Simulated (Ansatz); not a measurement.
# GaBr+ (doublet): HSE06, B2PLYP, PBE-QIDH, RPA-PBE over a scan of the distance Ga1–Br2, cc-pVTZ, part 2 of 2

Ansatz 0.2.0, Gaussian basis; cc-pVTZ, all electrons in the functionals, frozen cores in the correlation of double hybrids and RPA. The steps go on from the part before.

### Step 15. PBE-QIDH, 2.245 Å

Contents of in.yaml:

```yaml
crystal:
  periodic: [false, false, false]
  atoms:
    - {symbol: Ga, position_ang: [0.000000, 0.000000, 0.000000]}
    - {symbol: Br, position_ang: [0.000000, 0.000000, 2.245200]}
basis:
  gaussian: {orbitals: cc-pVTZ}
total_charge: 1
magnetization: {spin_polarized: true, initial_magnetization: 1}
hamiltonian: {xc: {name: PBE-QIDH}}
correlation: {electrons: outside_noble_gas}
```

Started as:

```sh
$ ansatz run in.yaml --threads 1 --pin off --events-out ev --progress --plain --max-ram 2393MiB
```

Output, cut to the lines that bear on the results:

```text
Functional definition: PBE-QIDH
  name "PBE-QIDH"
  cite "Brémond, Sancho-García, Pérez-Jiménez & Adamo, J. Chem. Phys. 141, 031101 (2014) doi:10.1063/1.4890314"
  cite "Perdew, Burke & Ernzerhof, Phys. Rev. Lett. 77, 3865 (1996) doi:10.1103/PhysRevLett.77.3865"
[...]
573 factors; integrals over basis functions are off by at most 8.0e-4 eV
[...]
mean field -122381.71973994 eV, -4497.4452471337 hartree, gradient 5.1e-6 eV, S^2 0.764559; 0 other end points of the search recorded, 0 dependent functions left out
28 core orbitals not correlated: weight in the atoms' cores, before any rotation towards them, 0.988 or more for the frozen orbitals, at most 0.011 for the correlated occupied ones
reference -122381.71975060 eV, -4497.4452475257 hartree; 5, 4 occupied and 53, 54 virtual orbitals, 573 factors
second order -5.69513546 eV of doubles, -0.00000000 eV of singles
Total energy: -122383.61812909 eV, -4497.5150116482 hartree
```

It took 6 s on 1 thread of Arm Neoverse V1, shared host.

From the report: ⟨S²⟩ of the determinant 0.765 (pure doublet: 0.75).

### Step 16. PBE-QIDH, 2.467 Å

Edit in.yaml of step 15 so:

```diff
@@ -4,3 +4,3 @@
     - {symbol: Ga, position_ang: [0.000000, 0.000000, 0.000000]}
-    - {symbol: Br, position_ang: [0.000000, 0.000000, 2.245200]}
+    - {symbol: Br, position_ang: [0.000000, 0.000000, 2.467000]}
 basis:
```

The command is unchanged.

Output, cut to the lines that bear on the results:

```text
Functional definition: PBE-QIDH
  name "PBE-QIDH"
  cite "Brémond, Sancho-García, Pérez-Jiménez & Adamo, J. Chem. Phys. 141, 031101 (2014) doi:10.1063/1.4890314"
  cite "Perdew, Burke & Ernzerhof, Phys. Rev. Lett. 77, 3865 (1996) doi:10.1103/PhysRevLett.77.3865"
[...]
571 factors; integrals over basis functions are off by at most 6.7e-4 eV
[...]
mean field -122381.49920030 eV, -4497.4371424514 hartree, gradient 4.3e-6 eV, S^2 0.783393; 6 other end points of the search recorded, 0 dependent functions left out
28 core orbitals not correlated: weight in the atoms' cores, before any rotation towards them, 0.996 or more for the frozen orbitals, at most 0.004 for the correlated occupied ones
reference -122381.49921121 eV, -4497.4371428523 hartree; 5, 4 occupied and 53, 54 virtual orbitals, 571 factors
second order -5.58175472 eV of doubles, -0.00000000 eV of singles
Total energy: -122383.35979611 eV, -4497.5055180865 hartree
```

It took 17 s on 1 thread of Arm Neoverse V1, shared host.

From the report: ⟨S²⟩ of the determinant 0.783 (pure doublet: 0.75).

From 2.245 Å: +0.258 eV.

### Step 17. PBE-QIDH, 3.134 Å

Edit in.yaml of step 16 so:

```diff
@@ -4,3 +4,3 @@
     - {symbol: Ga, position_ang: [0.000000, 0.000000, 0.000000]}
-    - {symbol: Br, position_ang: [0.000000, 0.000000, 2.467000]}
+    - {symbol: Br, position_ang: [0.000000, 0.000000, 3.134000]}
 basis:
```

Same command.

Output, cut to the lines that bear on the results:

```text
Functional definition: PBE-QIDH
  name "PBE-QIDH"
  cite "Brémond, Sancho-García, Pérez-Jiménez & Adamo, J. Chem. Phys. 141, 031101 (2014) doi:10.1063/1.4890314"
  cite "Perdew, Burke & Ernzerhof, Phys. Rev. Lett. 77, 3865 (1996) doi:10.1103/PhysRevLett.77.3865"
[...]
566 factors; integrals over basis functions are off by at most 1.6e-3 eV
[...]
mean field -122381.37034276 eV, -4497.4324070244 hartree, gradient 1.0e-6 eV, S^2 0.756404; 5 other end points of the search recorded, 0 dependent functions left out
28 core orbitals not correlated: weight in the atoms' cores, before any rotation towards them, 1.000 or more for the frozen orbitals, at most 0.000 for the correlated occupied ones
reference -122381.37035349 eV, -4497.4324074187 hartree; 5, 4 occupied and 53, 54 virtual orbitals, 566 factors
second order -5.07661446 eV of doubles, -0.00000000 eV of singles
Total energy: -122383.06255831 eV, -4497.4945947988 hartree
```

Run time: 23 s. Hardware: 1 thread of Arm Neoverse V1, shared host; peak memory 0.28 GiB.

From the report: ⟨S²⟩ of the determinant 0.756 (pure doublet: 0.75).

From 2.245 Å: +0.556 eV.

### Step 18. PBE-QIDH, 4.237 Å

Edit in.yaml of step 17 so:

```diff
@@ -4,3 +4,3 @@
     - {symbol: Ga, position_ang: [0.000000, 0.000000, 0.000000]}
-    - {symbol: Br, position_ang: [0.000000, 0.000000, 3.134000]}
+    - {symbol: Br, position_ang: [0.000000, 0.000000, 4.237000]}
 basis:
```

Launched as before.

Output, cut to the lines that bear on the results:

```text
Functional definition: PBE-QIDH
  name "PBE-QIDH"
  cite "Brémond, Sancho-García, Pérez-Jiménez & Adamo, J. Chem. Phys. 141, 031101 (2014) doi:10.1063/1.4890314"
  cite "Perdew, Burke & Ernzerhof, Phys. Rev. Lett. 77, 3865 (1996) doi:10.1103/PhysRevLett.77.3865"
[...]
562 factors; integrals over basis functions are off by at most 8.5e-4 eV
[...]
mean field -122381.18213464 eV, -4497.4254905034 hartree, gradient 1.3e-6 eV, S^2 0.756027; 4 other end points of the search recorded, 0 dependent functions left out
28 core orbitals not correlated: weight in the atoms' cores, before any rotation towards them, 1.000 or more for the frozen orbitals, at most 0.000 for the correlated occupied ones
reference -122381.18214651 eV, -4497.4254909397 hartree; 5, 4 occupied and 53, 54 virtual orbitals, 562 factors
second order -4.94192747 eV of doubles, -0.00000000 eV of singles
Total energy: -122382.82945567 eV, -4497.4860284345 hartree
```

It took 21 s on 1 thread of Arm Neoverse V1, shared host.

From the report: ⟨S²⟩ of the determinant 0.756 (pure doublet: 0.75).

From 2.245 Å: +0.789 eV.

### Step 19. PBE-QIDH, 5.960 Å

Edit in.yaml of step 18 so:

```diff
@@ -4,3 +4,3 @@
     - {symbol: Ga, position_ang: [0.000000, 0.000000, 0.000000]}
-    - {symbol: Br, position_ang: [0.000000, 0.000000, 4.237000]}
+    - {symbol: Br, position_ang: [0.000000, 0.000000, 5.960000]}
 basis:
```

Same command.

Output, cut to the lines that bear on the results:

```text
Functional definition: PBE-QIDH
  name "PBE-QIDH"
  cite "Brémond, Sancho-García, Pérez-Jiménez & Adamo, J. Chem. Phys. 141, 031101 (2014) doi:10.1063/1.4890314"
  cite "Perdew, Burke & Ernzerhof, Phys. Rev. Lett. 77, 3865 (1996) doi:10.1103/PhysRevLett.77.3865"
[...]
562 factors; integrals over basis functions are off by at most 7.8e-4 eV
[...]
mean field -122381.07878105 eV, -4497.4216923289 hartree, gradient 7.4e-7 eV, S^2 0.755862; 4 other end points of the search recorded, 0 dependent functions left out
28 core orbitals not correlated: weight in the atoms' cores, before any rotation towards them, 1.000 or more for the frozen orbitals, at most 0.000 for the correlated occupied ones
reference -122381.07879438 eV, -4497.4216928188 hartree; 5, 4 occupied and 53, 54 virtual orbitals, 562 factors
second order -4.91450278 eV of doubles, -0.00000000 eV of singles
Total energy: -122382.71696197 eV, -4497.4818943675 hartree
```

Wall time 19 s (1 thread of Arm Neoverse V1, shared host).

From the report: ⟨S²⟩ of the determinant 0.756 (pure doublet: 0.75).

From 2.245 Å: +0.901 eV.

### Step 20. RPA-PBE, 2.042 Å

Contents of in.yaml:

```yaml
crystal:
  periodic: [false, false, false]
  atoms:
    - {symbol: Ga, position_ang: [0.000000, 0.000000, 0.000000]}
    - {symbol: Br, position_ang: [0.000000, 0.000000, 2.042000]}
basis:
  gaussian: {orbitals: cc-pVTZ}
total_charge: 1
magnetization: {spin_polarized: true, initial_magnetization: 1}
hamiltonian: {xc: {name: PBE}}
correlation: {method: rpa, electrons: outside_noble_gas}
```

The command is unchanged.

Output, cut to the lines that bear on the results:

```text
Functional definition: PBE
  name "PBE"
  cite "Perdew, Burke & Ernzerhof, Phys. Rev. Lett. 77, 3865 (1996) doi:10.1103/PhysRevLett.77.3865"
  parent pbe
[...]
570 factors; integrals over basis functions are off by at most 1.3e-3 eV
[...]
mean field -122399.99774350 eV, -4498.1169513753 hartree, gradient 1.1e-6 eV, S^2 0.752172; 2 other end points of the search recorded, 0 dependent functions left out
28 core orbitals not correlated: weight in the atoms' cores, before any rotation towards them, 0.846 or more for the frozen orbitals, at most 0.148 for the correlated occupied ones
reference -122327.71313182 eV, -4495.4605408923 hartree; 5, 4 occupied and 53, 54 virtual orbitals, 570 factors
Total energy: -122336.69965921 eV, -4495.7907896827 hartree
```

Wall time 7.5 s (1 thread of Arm Neoverse V1, shared host).

From the report: ⟨S²⟩ of the determinant 0.752 (pure doublet: 0.75).

### Step 21. RPA-PBE, 2.245 Å

Edit in.yaml of step 20 so:

```diff
@@ -4,3 +4,3 @@
     - {symbol: Ga, position_ang: [0.000000, 0.000000, 0.000000]}
-    - {symbol: Br, position_ang: [0.000000, 0.000000, 2.042000]}
+    - {symbol: Br, position_ang: [0.000000, 0.000000, 2.245200]}
 basis:
```

Launched as before.

Output, cut to the lines that bear on the results:

```text
Functional definition: PBE
  name "PBE"
  cite "Perdew, Burke & Ernzerhof, Phys. Rev. Lett. 77, 3865 (1996) doi:10.1103/PhysRevLett.77.3865"
  parent pbe
[...]
573 factors; integrals over basis functions are off by at most 8.0e-4 eV
[...]
mean field -122400.42061354 eV, -4498.1324915626 hartree, gradient 3.0e-6 eV, S^2 0.752789; 3 other end points of the search recorded, 0 dependent functions left out
28 core orbitals not correlated: weight in the atoms' cores, before any rotation towards them, 0.946 or more for the frozen orbitals, at most 0.051 for the correlated occupied ones
reference -122328.08602063 eV, -4495.4742443033 hartree; 5, 4 occupied and 53, 54 virtual orbitals, 573 factors
Total energy: -122337.22033385 eV, -4495.8099241227 hartree
```

Wall time 9 s (1 thread of Arm Neoverse V1, shared host).

From the report: ⟨S²⟩ of the determinant 0.753 (pure doublet: 0.75).

### Step 22. RPA-PBE, 2.467 Å

Edit in.yaml of step 21 so:

```diff
@@ -4,3 +4,3 @@
     - {symbol: Ga, position_ang: [0.000000, 0.000000, 0.000000]}
-    - {symbol: Br, position_ang: [0.000000, 0.000000, 2.245200]}
+    - {symbol: Br, position_ang: [0.000000, 0.000000, 2.467000]}
 basis:
```

Same command.

Output, cut to the lines that bear on the results:

```text
Functional definition: PBE
  name "PBE"
  cite "Perdew, Burke & Ernzerhof, Phys. Rev. Lett. 77, 3865 (1996) doi:10.1103/PhysRevLett.77.3865"
  parent pbe
[...]
571 factors; integrals over basis functions are off by at most 6.7e-4 eV
[...]
mean field -122400.29051875 eV, -4498.1277106675 hartree, gradient 2.1e-6 eV, S^2 0.753939; 5 other end points of the search recorded, 0 dependent functions left out
28 core orbitals not correlated: weight in the atoms' cores, before any rotation towards them, 0.984 or more for the frozen orbitals, at most 0.014 for the correlated occupied ones
reference -122327.94289864 eV, -4495.4689846671 hartree; 5, 4 occupied and 53, 54 virtual orbitals, 571 factors
Total energy: -122337.15259937 eV, -4495.8074349267 hartree
```

It took 12 s on 1 thread of Arm Neoverse V1, shared host.

From the report: ⟨S²⟩ of the determinant 0.754 (pure doublet: 0.75).

From 2.245 Å: +0.068 eV.

### Step 23. RPA-PBE, 3.134 Å

Edit in.yaml of step 22 so:

```diff
@@ -4,3 +4,3 @@
     - {symbol: Ga, position_ang: [0.000000, 0.000000, 0.000000]}
-    - {symbol: Br, position_ang: [0.000000, 0.000000, 2.467000]}
+    - {symbol: Br, position_ang: [0.000000, 0.000000, 3.134000]}
 basis:
```

Same command.

Output, cut to the lines that bear on the results:

```text
Functional definition: PBE
  name "PBE"
  cite "Perdew, Burke & Ernzerhof, Phys. Rev. Lett. 77, 3865 (1996) doi:10.1103/PhysRevLett.77.3865"
  parent pbe
[...]
566 factors; integrals over basis functions are off by at most 1.6e-3 eV
[...]
mean field -122399.94680876 eV, -4498.1150795582 hartree, gradient 9.8e-6 eV, S^2 0.752874; 7 other end points of the search recorded, 0 dependent functions left out
28 core orbitals not correlated: weight in the atoms' cores, before any rotation towards them, 0.999 or more for the frozen orbitals, at most 0.001 for the correlated occupied ones
reference -122328.22836045 eV, -4495.4794751953 hartree; 5, 4 occupied and 53, 54 virtual orbitals, 566 factors
Total energy: -122337.05626249 eV, -4495.8038946117 hartree
```

Run time: 16 s. Hardware: 1 thread of Arm Neoverse V1, shared host.

From the report: ⟨S²⟩ of the determinant 0.753 (pure doublet: 0.75).

From 2.245 Å: +0.164 eV.

### Step 24. RPA-PBE, 4.237 Å

Edit in.yaml of step 23 so:

```diff
@@ -4,3 +4,3 @@
     - {symbol: Ga, position_ang: [0.000000, 0.000000, 0.000000]}
-    - {symbol: Br, position_ang: [0.000000, 0.000000, 3.134000]}
+    - {symbol: Br, position_ang: [0.000000, 0.000000, 4.237000]}
 basis:
```

Launched as before.

Output, cut to the lines that bear on the results:

```text
Functional definition: PBE
  name "PBE"
  cite "Perdew, Burke & Ernzerhof, Phys. Rev. Lett. 77, 3865 (1996) doi:10.1103/PhysRevLett.77.3865"
  parent pbe
[...]
562 factors; integrals over basis functions are off by at most 8.5e-4 eV
[...]
mean field -122399.62951070 eV, -4498.1034190695 hartree, gradient 2.1e-6 eV, S^2 0.752926; 7 other end points of the search recorded, 0 dependent functions left out
28 core orbitals not correlated: weight in the atoms' cores, before any rotation towards them, 1.000 or more for the frozen orbitals, at most 0.000 for the correlated occupied ones
reference -122328.18603440 eV, -4495.4779197418 hartree; 5, 4 occupied and 53, 54 virtual orbitals, 562 factors
Total energy: -122336.87301176 eV, -4495.7971602713 hartree
```

It took 15 s on 1 thread of Arm Neoverse V1, shared host.

From the report: ⟨S²⟩ of the determinant 0.753 (pure doublet: 0.75).

From 2.245 Å: +0.347 eV.

### Step 25. RPA-PBE, 5.960 Å

Edit in.yaml of step 24 so:

```diff
@@ -4,3 +4,3 @@
     - {symbol: Ga, position_ang: [0.000000, 0.000000, 0.000000]}
-    - {symbol: Br, position_ang: [0.000000, 0.000000, 4.237000]}
+    - {symbol: Br, position_ang: [0.000000, 0.000000, 5.960000]}
 basis:
```

The command is unchanged.

Output, cut to the lines that bear on the results:

```text
Functional definition: PBE
  name "PBE"
  cite "Perdew, Burke & Ernzerhof, Phys. Rev. Lett. 77, 3865 (1996) doi:10.1103/PhysRevLett.77.3865"
  parent pbe
[...]
562 factors; integrals over basis functions are off by at most 7.8e-4 eV
[...]
mean field -122399.46844801 eV, -4498.0975001249 hartree, gradient 1.6e-6 eV, S^2 0.752570; 11 other end points of the search recorded, 0 dependent functions left out
28 core orbitals not correlated: weight in the atoms' cores, before any rotation towards them, 1.000 or more for the frozen orbitals, at most 0.000 for the correlated occupied ones
reference -122328.16701564 eV, -4495.4772208152 hartree; 5, 4 occupied and 53, 54 virtual orbitals, 562 factors
Total energy: -122336.81961608 eV, -4495.7951980165 hartree
```

Wall time 19 s (1 thread of Arm Neoverse V1, shared host).

From the report: ⟨S²⟩ of the determinant 0.753 (pure doublet: 0.75).

From 2.245 Å: +0.401 eV.

### Step 26. The comparison

The yardstick is UCCSDT(Q), where the cluster series has nearly closed. It comes from earlier runs at the same points. Energies in eV, counted from 2.245 Å; blanks weren't run or aren't comparable.

```csv
level,2.042 Å,2.245 Å,2.467 Å,3.134 Å,4.237 Å,5.960 Å
UCCSDT(Q),0.445,0.000,0.158,0.402,0.595,0.707
HSE06,0.362,0.000,0.180,0.481,0.764,0.897
B2PLYP,0.419,0.000,0.149,0.341,0.561,0.676
PBE-QIDH,0.323,0.000,0.258,0.556,0.789,0.901
RPA-PBE,0.521,0.000,0.068,0.164,0.347,0.401
```

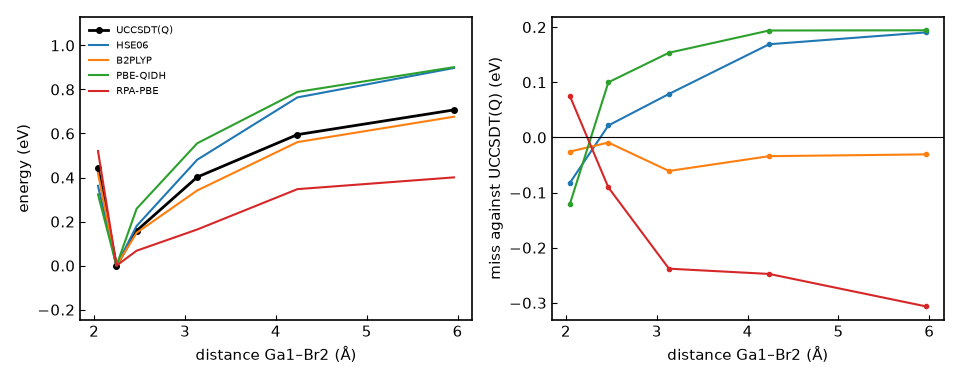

Left: the curves (the axis may cut off levels that run far away). Right: misses against UCCSDT(Q), in the same colours.

Largest miss and mean time a point (UCCSDT(Q) took 1.8 min a point; shared hosts):

| level | largest miss (eV) | where | time a point |
| --- | --- | --- | --- |
| HSE06 | +0.190 | 5.960 Å | 12 s |
| B2PLYP | -0.061 | 3.134 Å | 16 s |
| PBE-QIDH | +0.194 | 5.960 Å | 15 s |
| RPA-PBE | -0.306 | 5.960 Å | 13 s |

### Step 27. Summary of results

The summary covers parts 1 to 2.

| quantity | value |
| --- | --- |
| span of the UCCSDT(Q) curve | 0.707 eV |
| largest miss, HSE06 | +0.190 eV (5.960 Å) |
| largest miss, B2PLYP | -0.061 eV (3.134 Å) |
| largest miss, PBE-QIDH | +0.194 eV (5.960 Å) |
| largest miss, RPA-PBE | -0.306 eV (5.960 Å) |

**Reading.** Of the functionals, B2PLYP keep the smallest largest miss at the points compared (at most 0.061 eV) and RPA-PBE strays most (0.306 eV, at 5.960 Å). Functionals and the yardstick converge differently with the basis, so part of each miss in cc-pVTZ is the basis.
